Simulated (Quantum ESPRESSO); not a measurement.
# Run report: Ag3Pd4, workfunction calculation (part 2 of 2)

Ag3Pd4 (slab, 7 atoms in the cell); Kohn-Sham DFT of a periodic cell, PBEsol, GBRV 1.5 PBEsol, no spin polarisation (Quantum ESPRESSO 7.5); cutoff 680.28 eV, 11×11×1 k-mesh, cold smearing of 0.136 eV. The structure derives from a Materials Project entry.

Geometry of the input (Å; fractional positions):
```
2.8239  0.0000  0.0000
-1.4119  2.4456  0.0000
0.0000  0.0000  28.9031
Pd 0.3333  0.6667  0.2595
Ag 0.6667  0.3333  0.3397
Pd 0.0000  0.0000  0.4198
Ag 0.3333  0.6667  0.5000
Pd 0.6667  0.3333  0.5802
Ag 0.0000  0.0000  0.6603
Pd 0.3333  0.6667  0.7405
```

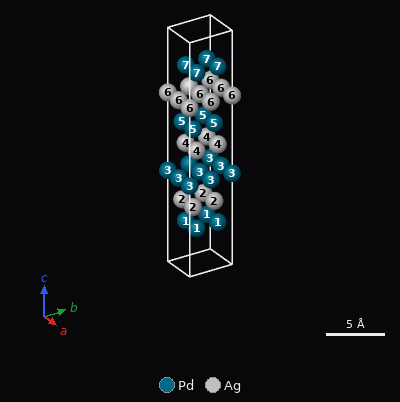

Figure 1. The structure as given in the input (spheres-only view of the 2 × 2 repeat of the cell, with the vacuum cut short, seen slightly off an axis; atoms are numbered from 1 in the order of the input). An atom can appear more than once, as a periodic image.

## Log, continued
```
   -84.1069 -83.9842 -83.9842 -47.6320 -47.5899 -47.5616 -47.5111 -47.5111
   -47.4665 -47.4665 -47.4407 -47.4407 -42.1864 -42.1861 -42.0836 -42.0835
   -42.0622 -42.0615 -41.9920 -41.9920 -41.8892 -41.8892 -41.6240 -41.6240
     1.6960   1.9100   1.9872   2.2422   2.3400   2.6300   2.6450   2.7845
     3.0124   3.2676   3.5011   3.6433   3.7897   3.7985   3.9723   4.0508
     4.0688   4.1358   4.2498   4.2515   4.3193   4.4137   4.9366   5.1934
     5.3981   5.6006   5.6819   5.7207   5.7565   6.1655   6.2836   6.3513
     6.3808   6.4959   6.5261   6.5735   6.7896   6.7946   6.8233   8.1142
     9.4558  10.9645  12.1364  13.8291  14.4836  14.5789  16.0249  16.3327
    17.8444  18.2045  18.3127  18.5342  18.8765

          k = 0.0000 0.6295 0.0000 (  7992 PWs)   bands (ev):

   -84.1027 -83.9800 -83.9800 -47.6739 -47.5846 -47.5722 -47.5530 -47.5530
   -47.4612 -47.4612 -47.4513 -47.4513 -42.2471 -42.2466 -42.0987 -42.0986
   -42.0545 -42.0539 -42.0526 -42.0526 -41.9043 -41.9043 -41.6163 -41.6163
     1.6115   1.7865   1.8344   1.9568   2.2127   2.4491   2.4745   2.7197
     3.0294   3.4849   3.6806   3.8169   3.8798   3.9725   4.0174   4.1113
     4.1738   4.4797   4.6535   4.7714   4.7739   4.8197   4.9112   5.1767
     5.6310   6.2146   6.2524   6.4456   6.4476   6.5904   6.7007   6.7465
     6.8212   6.9741   6.9972   7.0588   7.1356   7.1367   7.8666   9.1132
    10.5559  12.1012  13.6184  14.5817  14.9462  15.3075  15.7888  15.8273
    16.3919  17.2970  17.4083  17.6548  18.1260

          k = 0.0000 0.7868 0.0000 (  8038 PWs)   bands (ev):

   -84.1002 -83.9775 -83.9775 -47.6987 -47.5815 -47.5785 -47.5778 -47.5778
   -47.4580 -47.4580 -47.4576 -47.4576 -42.2830 -42.2824 -42.1077 -42.1076
   -42.0885 -42.0885 -42.0500 -42.0492 -41.9133 -41.9133 -41.6117 -41.6117
     1.4729   1.6442   1.6947   1.7589   2.0519   2.3076   2.3415   2.6783
     3.1136   3.3332   3.6054   3.7620   3.8167   3.9245   3.9509   4.0638
     4.1418   4.6804   5.0068   5.1230   5.1247   5.2474   5.3342   5.7293
     5.7974   6.1170   6.3854   6.4543   6.6634   6.7279   6.8886   7.3804
     7.3870   7.5407   7.5408   7.9081   8.4860   8.8606   9.3694  10.0508
    10.8178  11.2725  13.1871  13.6334  14.1891  14.6667  15.0688  16.3603
    16.7149  17.1100  17.4700  17.6438  18.0784

          k = 0.1363 0.2361 0.0000 (  7994 PWs)   bands (ev):

   -84.1125 -83.9898 -83.9898 -47.5971 -47.5745 -47.5482 -47.4736 -47.4736
   -47.4536 -47.4536 -47.4272 -47.4272 -42.1028 -42.1027 -42.0730 -42.0715
   -42.0642 -42.0642 -41.9084 -41.9084 -41.8698 -41.8698 -41.6345 -41.6345
     0.9226   1.3276   1.6862   2.1113   2.2557   2.5716   2.7899   2.8320
     2.9470   2.9479   3.4500   3.5034   3.5495   3.6306   3.6445   3.7998
     3.9108   3.9821   4.0946   4.1824   4.3315   4.4341   4.9204   4.9670
     5.0547   5.0699   5.5569   5.6335   5.6478   5.7094   5.7494   5.8469
     5.8478   6.1946   6.1956   6.5475   6.5948   6.8568   6.8651   7.2271
     8.2017   9.4900  10.1420  12.7071  13.2772  13.6920  14.8648  15.3136
    17.1188  17.4521  19.6932  20.0358  22.5456

          k = 0.1363 0.3934 0.0000 (  8012 PWs)   bands (ev):

   -84.1085 -83.9858 -83.9858 -47.6130 -47.5920 -47.5603 -47.4921 -47.4921
   -47.4686 -47.4686 -47.4393 -47.4393 -42.1587 -42.1585 -42.0816 -42.0816
   -42.0653 -42.0644 -41.9643 -41.9643 -41.8873 -41.8873 -41.6270 -41.6270
     1.6540   1.9425   2.1725   2.3777   2.4455   2.6637   2.7253   2.7608
     2.8981   2.9109   3.0627   3.1392   3.8071   3.9450   3.9673   3.9976
     4.0745   4.1701   4.2047   4.3088   4.4940   4.6073   4.7869   4.8914
     5.0373   5.1042   5.3216   5.5187   5.7482   6.0524   6.1882   6.2928
     6.3081   6.4183   6.4567   6.5061   6.6989   6.7493   6.8285   7.8840
     9.1195  10.5650  11.5799  13.4683  14.0961  14.2606  15.6540  15.9945
    17.8739  18.1665  19.5683  20.0100  20.4397

          k = 0.1363 0.5508 0.0000 (  8039 PWs)   bands (ev):

   -84.1042 -83.9814 -83.9814 -47.6545 -47.5864 -47.5736 -47.5337 -47.5337
   -47.4630 -47.4630 -47.4526 -47.4526 -42.2190 -42.2186 -42.1008 -42.1007
   -42.0571 -42.0566 -42.0246 -42.0246 -41.9064 -41.9064 -41.6190 -41.6190
     1.8522   2.0387   2.0946   2.1686   2.3531   2.5820   2.6231   2.7518
     2.9616   3.3178   3.5312   3.6610   3.6938   3.8167   3.8448   3.8928
     4.1236   4.3358   4.4255   4.6711   4.8600   4.9217   4.9972   5.2231
     5.5164   5.6770   5.7427   5.8352   5.8441   6.1246   6.3266   6.4540
     6.6037   6.6599   6.8057   7.0715   7.1327   7.2624   7.7551   8.8355
    10.2174  11.7591  13.1665  14.5452  15.2554  15.2828  16.2673  16.7559
    16.8447  17.2216  17.5144  18.7826  18.9456

          k = 0.1363 0.7082 0.0000 (  8061 PWs)   bands (ev):

   -84.1008 -83.9781 -83.9781 -47.6861 -47.5837 -47.5822 -47.5653 -47.5653
   -47.4628 -47.4628 -47.4588 -47.4588 -42.2648 -42.2642 -42.1153 -42.1153
   -42.0703 -42.0703 -42.0510 -42.0504 -41.9210 -41.9210 -41.6128 -41.6128
     1.6736   1.8494   1.8969   1.9148   2.1734   2.4028   2.4563   2.7628
     3.1203   3.4821   3.5450   3.6430   3.7248   3.9342   4.0120   4.1661
     4.2367   4.3466   4.4680   4.7294   4.9463   5.3377   5.4839   5.6183
     5.8284   6.1286   6.2257   6.4278   6.4786   6.5464   6.5700   6.6595
     6.7819   6.8890   7.0385   7.9670   8.1906   8.4248   9.2711  10.1116
    11.3148  12.4692  13.5621  13.9769  14.4860  15.1655  15.8145  16.4761
    16.6920  16.9767  17.2304  17.7264  18.3633

          k = 0.1363 0.8655 0.0000 (  8066 PWs)   bands (ev):

   -84.0996 -83.9769 -83.9769 -47.6979 -47.5875 -47.5806 -47.5770 -47.5770
   -47.4666 -47.4666 -47.4572 -47.4572 -42.2818 -42.2812 -42.1208 -42.1207
   -42.0872 -42.0872 -42.0488 -42.0481 -41.9264 -41.9264 -41.6105 -41.6105
     1.5961   1.7711   1.8053   1.8277   2.0912   2.3291   2.4077   2.7397
     3.1753   3.4190   3.4909   3.5861   3.6788   3.9288   4.0790   4.1619
     4.1813   4.5550   4.7041   4.8436   4.9762   5.3779   5.7087   5.7785
     5.8944   6.1698   6.1994   6.5027   6.5741   6.7068   6.9173   6.9306
     7.0490   7.1788   7.1818   8.9110   9.5171  10.0601  10.1074  10.5001
    10.8501  10.8924  13.1938  13.7465  14.2324  14.5669  15.0030  16.3971
    16.6360  17.7012  17.7581  18.2082  18.2650

          k = 0.2726 0.4721 0.0000 (  8028 PWs)   bands (ev):

   -84.1047 -83.9820 -83.9820 -47.6436 -47.5871 -47.5778 -47.5227 -47.5227
   -47.4637 -47.4637 -47.4569 -47.4569 -42.2032 -42.2028 -42.1070 -42.1069
   -42.0580 -42.0576 -42.0087 -42.0087 -41.9126 -41.9126 -41.6200 -41.6200
     2.1957   2.2825   2.4749   2.5866   2.5911   2.6515   2.6652   2.7408
     2.8271   2.8342   2.8613   2.8823   3.6400   3.7037   3.7670   4.3909
     4.4608   4.5596   4.6871   4.7841   4.8089   4.9518   4.9802   5.0537
     5.0620   5.0820   5.1649   5.4311   5.8010   6.0464   6.1890   6.4436
     6.5156   6.5629   6.7918   7.1291   7.1855   7.3288   7.8238   8.8067
    10.1341  11.6495  12.9974  14.3962  15.1266  15.1292  16.6813  16.8808
    18.1310  18.1391  18.5347  18.7130  18.8567

          k = 0.2726 0.6295 0.0000 (  8066 PWs)   bands (ev):

   -84.1012 -83.9785 -83.9785 -47.6695 -47.5960 -47.5827 -47.5487 -47.5486
   -47.4751 -47.4751 -47.4592 -47.4592 -42.2406 -42.2402 -42.1334 -42.1333
   -42.0515 -42.0512 -42.0461 -42.0461 -41.9390 -41.9390 -41.6134 -41.6134
     2.0608   2.2267   2.3168   2.3697   2.4177   2.5219   2.6389   2.8687
     3.0338   3.1799   3.2735   3.4143   3.4703   3.5089   3.6337   4.1778
     4.3751   4.5624   4.6427   4.8975   5.0562   5.2303   5.4979   5.5081
     5.5861   5.6414   5.7544   5.8054   5.9311   6.0746   6.1570   6.4158
     6.4510   6.6732   6.9412   8.1147   8.2458   8.4872   9.4513  10.2583
    11.5191  12.9685  14.4115  15.0187  15.4647  15.7885  16.2684  16.4631
    16.7553  16.9618  17.4432  17.8433  18.0675

          k = 0.2726 0.7868 0.0000 (  8102 PWs)   bands (ev):

   -84.0991 -83.9764 -83.9764 -47.6842 -47.6075 -47.5800 -47.5633 -47.5633
   -47.4866 -47.4866 -47.4566 -47.4566 -42.2618 -42.2613 -42.1500 -42.1500
   -42.0673 -42.0673 -42.0477 -42.0473 -41.9557 -41.9557 -41.6096 -41.6096
     1.9561   2.0779   2.1806   2.2467   2.2850   2.4497   2.6132   2.8607
     3.1497   3.2224   3.2923   3.3559   3.5926   3.8654   3.9745   4.0664
     4.3125   4.5006   4.5597   4.8604   5.0149   5.3165   5.6819   5.7835
     5.8416   5.9776   6.0909   6.1045   6.2388   6.2948   6.3626   6.5014
     6.6046   6.7707   6.8883   9.5190   9.8011  10.1275  11.1265  11.6496
    12.1302  12.3646  13.3817  14.0078  14.6805  15.1777  15.7438  16.2142
    16.7712  16.9577  17.2439  17.6444  17.7445

          k = 0.4089 0.7082 0.0000 (  8092 PWs)   bands (ev):

   -84.0989 -83.9762 -83.9762 -47.6721 -47.6220 -47.5798 -47.5512 -47.5512
   -47.5011 -47.5011 -47.4563 -47.4563 -42.2442 -42.2438 -42.1712 -42.1710
   -42.0497 -42.0497 -42.0472 -42.0471 -41.9768 -41.9768 -41.6092 -41.6092
     2.1755   2.3965   2.4474   2.5761   2.5940   2.6693   2.7067   2.9399
     2.9641   3.0796   3.1374   3.1404   3.3020   3.3514   3.4588   4.4592
     4.6672   4.8280   4.9331   5.0758   5.1310   5.2030   5.4741   5.4797
     5.6022   5.6452   5.7980   5.8530   5.9025   5.9612   6.0360   6.5144
     6.5689   6.7530   6.8665   9.5751   9.8410  10.2259  11.4831  12.1770
    13.2475  14.1398  14.1640  14.2899  14.5923  14.8105  15.2637  15.5307
    16.2724  16.9708  17.2309  17.3362  17.6523

          k = 0.4089 0.8655 0.0000 (  8130 PWs)   bands (ev):

   -84.0981 -83.9754 -83.9754 -47.6681 -47.6367 -47.5787 -47.5472 -47.5472
   -47.5158 -47.5158 -47.4553 -47.4553 -42.2383 -42.2379 -42.1925 -42.1923
   -42.0457 -42.0455 -42.0438 -42.0438 -41.9981 -41.9981 -41.6077 -41.6077
     2.2493   2.4603   2.5391   2.5859   2.6431   2.7648   2.7883   2.8065
     2.9128   3.0024   3.1063   3.1541   3.1971   3.3768   3.4411   4.5516
     4.7475   4.9287   5.0549   5.1513   5.1772   5.1823   5.4883   5.5147
     5.5992   5.6163   5.7877   5.7958   5.8909   6.0297   6.0498   6.4888
     6.6130   6.7250   6.7325  11.4034  11.4898  11.7453  11.9548  12.4118
    12.9161  13.5805  13.8030  13.9192  14.3309  14.6397  14.8662  15.1634
    15.5720  16.3338  16.4012  17.1291  17.7280

     the Fermi energy is     7.2076 ev

!    total energy              =   -1681.13809545 Ry
     estimated scf accuracy    <          1.9E-09 Ry
     smearing contrib. (-TS)   =       0.00092509 Ry
     internal energy E=F+TS    =   -1681.13902054 Ry

     The total energy is F=E-TS. E is the sum of the following terms:
     one-electron contribution =  -14305.20985412 Ry
     hartree contribution      =    7191.07062314 Ry
     xc contribution           =    -210.51049261 Ry
     ewald contribution        =    5643.51070305 Ry

     convergence has been achieved in  18 iterations

     negative rho (up, down):  3.166E-01 0.000E+00

     Forces acting on atoms (cartesian axes, Ry/au):

     atom    1 type  1   force =     0.00000000    0.00000000    0.01088577
     atom    2 type  2   force =    -0.00000000   -0.00000000   -0.00366905
     atom    3 type  1   force =     0.00000000    0.00000000    0.00107867
     atom    4 type  2   force =     0.00000000    0.00000000    0.00000000
     atom    5 type  1   force =    -0.00000000   -0.00000000   -0.00107867
     atom    6 type  2   force =     0.00000000    0.00000000    0.00366905
     atom    7 type  1   force =    -0.00000000    0.00000000   -0.01088577

     Total force =     0.016317     Total SCF correction =     0.000370

=------------------------------------------------------------------------------=
   JOB DONE.
=------------------------------------------------------------------------------=
```

## File pp_potential.out
```
This program is part of the open-source Quantum ESPRESSO suite
     for quantum simulation of materials; please cite
         "P. Giannozzi et al., J. Phys.:Condens. Matter 21 395502 (2009);
         "P. Giannozzi et al., J. Phys.:Condens. Matter 29 465901 (2017);
         "P. Giannozzi et al., J. Chem. Phys. 152 154105 (2020);
          URL
     in publications or presentations arising from this work. More details at

     ./tmp/pwscf.save/

     IMPORTANT: XC functional enforced from input :
     Exchange-correlation= PBESOL
                           (   1   4  10   8   0   0   0)
     Any further DFT definition will be discarded
     Please, verify this is what you really want

     G-vector sticks info
     --------------------
     sticks:   dense  smooth     PW     G-vecs:    dense   smooth      PW
     Sum         499     385    121                90125    64025   10997

     Using Slab Decomposition

     Initializing real-space augmentation for DENSE grid
     Message from routine real_space_q:
     integrated real space q too different from target q
     Largest difference:   0.000052 for atom type # 2

     negative rho (up, down):  3.166E-01 0.000E+00

     Calling punch_plot, plot_num =  11
     Writing data to file  potential.dat
     Reading data from file  potential.dat

     Writing data to be plotted to file potential.cube
     Plot Type: 3D                     Output format: Gaussian cube

=------------------------------------------------------------------------------=
   JOB DONE.
=------------------------------------------------------------------------------=
```

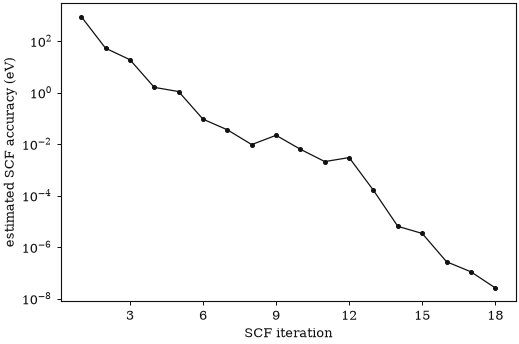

Figure 2. Convergence of the self-consistent field: estimated SCF accuracy against the iteration. The field takes 18 iterations in all.

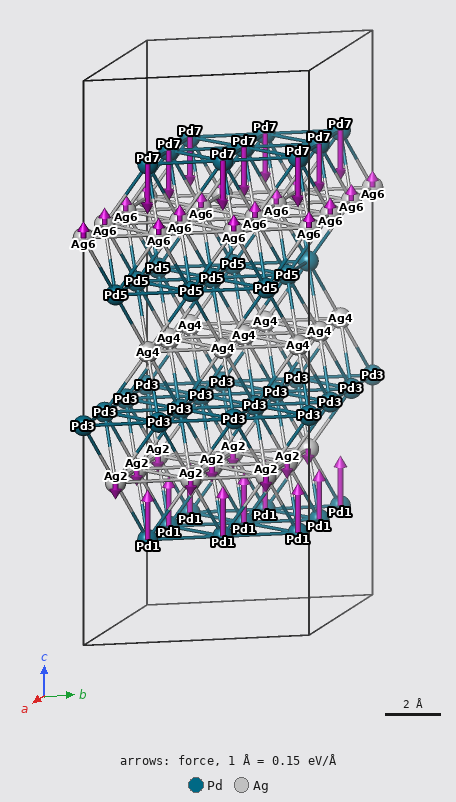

Figure 3. Forces on the atoms as pink arrows (ball-and-stick view of the 3 × 3 repeat of the cell, with the vacuum cut short, seen slightly off an axis; atoms are numbered from 1 in the order of the input). The largest act on Pd1, Pd7 (0.28 eV/Å); Ag2, Ag6 (0.09 eV/Å). The geometry is not a stationary point of this energy.

## Results in brief

| quantity | value |
| --- | --- |
| outcome | converged |
| electrons treated | 121 |
| free energy | −22873.0490 eV |
| work function, top face | 5.47 eV |
| work function, bottom face | 5.47 eV |
| Fermi energy | 7.208 eV |
| gap on the k-point mesh | none (metallic) |
| work function (upper face) | 5.47 eV |
| largest force (length of the vector) | 0.280 eV/Å |
| hardware | 2 threads of Arm Neoverse V1, 24 GiB of memory available, shared host |
| wall time | 3.9 min (CPU time 7.8 min) |
| peak memory | 0.66 GiB |

Notes on the run: integrated real space q too different from target q; negative rho. Points of doubt noted for this run: real space augmentation costs some mev and hundredths of ev per a.
